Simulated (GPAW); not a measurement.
# Core-hole calculation of the Ti K edge in TiO2 (Anatase, I4_1/amd), part 4 of 4

How does the Ti K edge of TiO2 (Anatase, I4_1/amd) move when the bonds are compressed or stretched?

GPAW 26.7.0; X-ray absorption from dipole matrix elements to empty bands, plane-wave PAW revPBE.

So far. Step 8 (Spectrum with FCH, Ti atom 1): The scaled spectrum changes by 6 % r.m.s. The highest intensity below 24 eV goes from 17.5 eV (3.35) to 17.8 eV (3.41). Step 10 (Spectrum with FCH, Ti atom 1): Against the first run the r.m.s. difference is 6 %. The highest intensity below 24 eV goes from 17.5 eV (3.35) to 17.2 eV (3.30).

**12. Spectrum with FCH, Ti atom 1 (continued)**

```csv
E (eV),first run,this run
-2.0,0.00,0.00
-1.0,0.00,0.00
0.0,0.08,0.08
1.0,0.15,0.10
2.0,0.10,0.14
3.0,0.39,0.31
4.0,0.17,0.15
5.0,0.34,0.39
6.0,0.30,0.10
7.0,0.03,0.02
8.0,0.05,0.06
9.0,0.14,0.18
10.0,0.32,0.38
11.0,0.56,0.63
12.0,0.67,0.74
13.0,0.75,0.88
14.0,1.11,1.27
15.0,1.72,2.01
16.0,2.59,2.91
17.0,3.27,3.24
18.0,3.26,2.90
19.0,2.80,2.43
20.0,2.43,2.19
21.0,2.29,2.06
22.0,2.17,1.89
23.0,2.00,1.75
24.0,1.90,1.71
25.0,1.90,1.71
26.0,1.89,1.67
27.0,1.82,1.61
28.0,1.75,1.62
29.0,1.74,1.67
30.0,1.80,1.73
31.0,1.85,1.81
32.0,1.92,1.93
```

Against the first run the r.m.s. difference is 11 %. The highest intensity below 24 eV goes from 17.5 eV (3.35) to 16.9 eV (3.25).

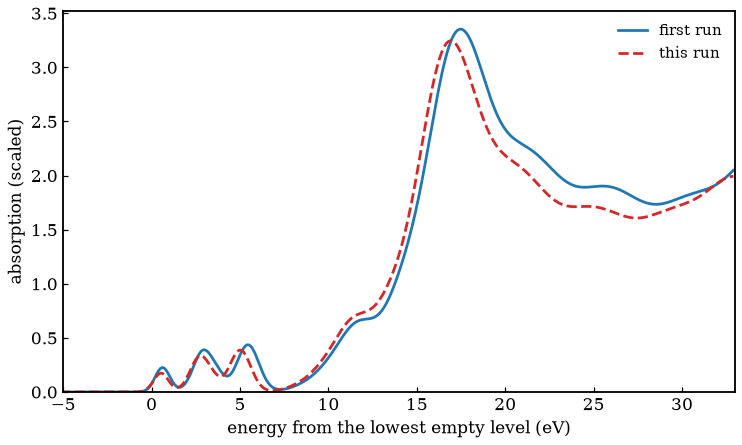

The effect of the change (volume scale from 1 to 1.06).

The photon energy of the zero moves by +0.18 eV.

**13. The volumes side by side**

```csv
volume,nearest distance (Å),shift of the zero (eV),maximum 1 (eV above own zero),maximum 2 (eV above own zero),maximum 3 (eV above own zero),maximum 4 (eV above own zero)
0.94,1.894,-0.22,0.7,3.2,5.9,18.1
0.97,1.914,-0.11,0.7,3.1,5.7,17.8
1,1.934,+0.00,0.6,3.0,5.4,17.5
1.03,1.953,+0.10,0.6,2.9,5.2,17.2
1.06,1.972,+0.18,0.5,2.8,5.0,16.9
```

The curves, each shifted by its zero's change so that they share one photon-energy axis, counted from the zero at V × 1:

```csv
E (eV),V × 0.94,V × 0.97,V × 1,V × 1.03,V × 1.06
-2.0,0.00,0.00,0.00,0.00,0.00
-1.0,0.00,0.00,0.00,0.00,0.00
0.0,0.15,0.11,0.08,0.06,0.04
1.0,0.15,0.15,0.15,0.15,0.14
2.0,0.14,0.12,0.10,0.09,0.09
3.0,0.46,0.42,0.39,0.36,0.33
4.0,0.23,0.20,0.17,0.16,0.15
5.0,0.28,0.31,0.34,0.36,0.37
6.0,0.46,0.38,0.30,0.22,0.16
7.0,0.09,0.05,0.03,0.02,0.01
8.0,0.05,0.05,0.05,0.05,0.05
9.0,0.14,0.14,0.14,0.14,0.15
10.0,0.30,0.31,0.32,0.33,0.34
11.0,0.53,0.54,0.56,0.57,0.59
12.0,0.63,0.65,0.67,0.70,0.73
13.0,0.65,0.70,0.75,0.79,0.84
14.0,1.02,1.07,1.11,1.15,1.18
15.0,1.64,1.68,1.72,1.78,1.85
16.0,2.47,2.52,2.59,2.68,2.77
17.0,3.26,3.26,3.27,3.27,3.24
18.0,3.48,3.38,3.26,3.13,2.99
19.0,3.14,2.97,2.80,2.64,2.50
20.0,2.71,2.56,2.43,2.32,2.21
21.0,2.51,2.39,2.29,2.18,2.08
22.0,2.41,2.29,2.17,2.05,1.93
23.0,2.27,2.13,2.00,1.88,1.77
24.0,2.14,2.02,1.90,1.80,1.71
25.0,2.12,2.01,1.90,1.80,1.71
26.0,2.16,2.02,1.89,1.78,1.68
27.0,2.12,1.96,1.82,1.71,1.62
28.0,2.00,1.85,1.75,1.67,1.61
29.0,1.90,1.81,1.74,1.70,1.66
30.0,1.90,1.85,1.80,1.76,1.72
31.0,1.97,1.91,1.85,1.81,1.79
32.0,2.02,1.96,1.92,1.91,1.91
```

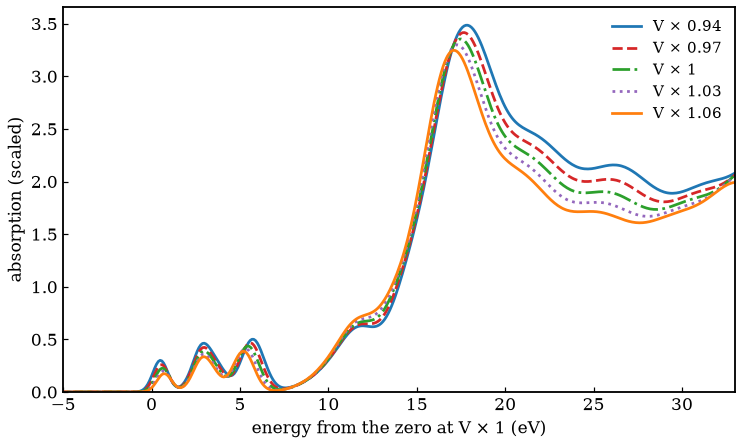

The edge at each volume, on one photon-energy scale.

**14. Results**

```
absorber and edge                               : Ti K, atom 1 of the ground-state input (counted from 1)
surroundings                                    : 4 O at 1.93 Å and 2 O at 1.98 Å (distorted octahedral, site symmetry -4m2)
highest intensity below 24 eV                   : 17.5 eV above the zero, height 3.35
photon energy of the zero, with the added terms : 4962.3 eV (raw 4985.1 eV; uncertain by a few eV)
```

From V × 0.94 to V × 1.06 the nearest distance grows by 0.077 Å and the zero moves by +0.40 eV. Above their own zero, the maxima move from 0.7 to 0.5 eV, from 3.2 to 2.8 eV, from 5.9 to 5.0 eV and from 18.1 to 16.9 eV. The one highest in energy moves most, in the direction that the rule ΔE·R² ≈ constant for scattering resonances gives. The Ti K edge of atom 1, with 4 O at 1.93 Å and 2 O at 1.98 Å (distorted octahedral, site symmetry -4m2), has its highest intensity of the first 24 eV at 17.5 eV above the zero, near 4980 eV in photon energy (uncertain by a few eV), 3.4 times the mean level of the first 20 eV (Gaussian full width 0.94 eV up to 4 eV, rising linearly to 3.5 eV at 25 eV). At the Ti K edge of atom 1 polarisation matters most near 18.2 eV, where the curves differ by 1.7 on this scale. The strongest dipole feature below the main edge lies at 5.4 eV (height 0.44); the site lacks an inversion centre, which allows local p–d mixing besides the mixing with the neighbours' empty states; the run doesn't separate the two. Quadrupole 1s→3d transitions, which feed the pre-edge, are not in the dipole spectrum. The holes are only 5.4 Å apart, so the shape is probably not converged with cell size; no larger cell was run here. The mesh is coarse (0.27 Å⁻¹ between points), so small maxima may be mesh ripples. The structure is a published determination, not relaxed.

[Banner, clock and machine lines of the logs are left out without a mark of their own.]

[Logs are printed without paths, hosts, clocks, repeated set-up lines and the standing remarks that a program may print on its own settings, such as how far it seeks lower states.]

[Hosts, paths, dates, database ids (printed as entryN), source tags and the programs' standing remarks are cut or masked in the printed files.]

[Lists of maxima count a maximum above −3 eV only where it reaches 4 % of the highest in the window and stands out from its surroundings by 2 % of it (1.5 % where it reaches 55 %); shoulders and weaker maxima are passed over, and of the rest the first, up to two pre-edge ones and the few strongest are named.]
